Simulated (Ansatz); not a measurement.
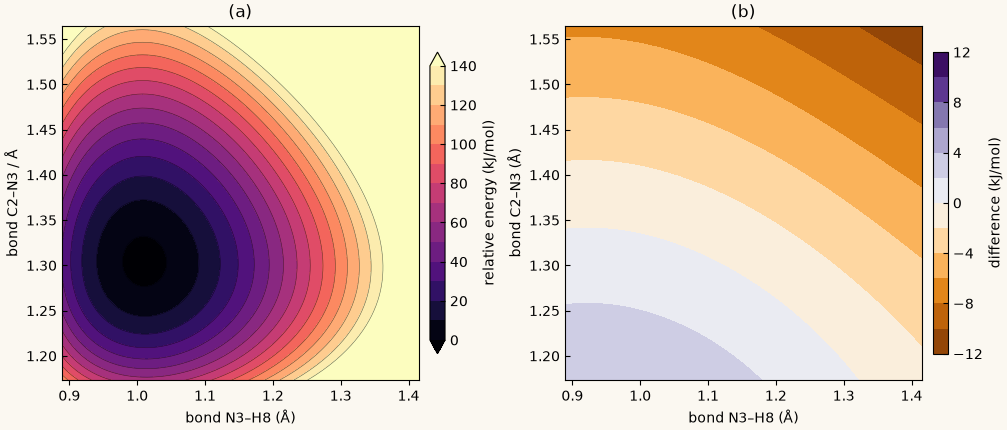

CH₅N₂, SMILES NC=[NH2+], charge +1. 
- Two internal coordinates are moved rigidly from the geometry relaxed at PBE0-D4/def2-TZVP, all others fixed.
- The first coordinate is: bond N3–H8; the second: bond C2–N3.
- The scan uses a 7 × 7 grid.
- Energies are in kJ/mol, from each map's own lowest point.
- These are results of Ansatz 0.2.0, RKS PBE0-D4/def2-TZVPP, not measurements.

Panel (a): RKS PBE0-D4/def2-TZVPP in Ansatz 0.2.0. Panel (b): the map at RKS r2SCAN-D4/def2-TZVPP (Ansatz) less the map of (a), each from its own lowest point.

> How does the change of method alter the landscape?

The difference runs from −11 kJ/mol at bond N3–H8 = 1.415 Å, bond C2–N3 = 1.565 Å to 3.7 kJ/mol at bond N3–H8 = 0.940 Å, bond C2–N3 = 1.173 Å. The interpolated minimum moves from 1.0093 to 1.0103 Å in bond N3–H8 and 1.3038 to 1.3080 Å in bond C2–N3.
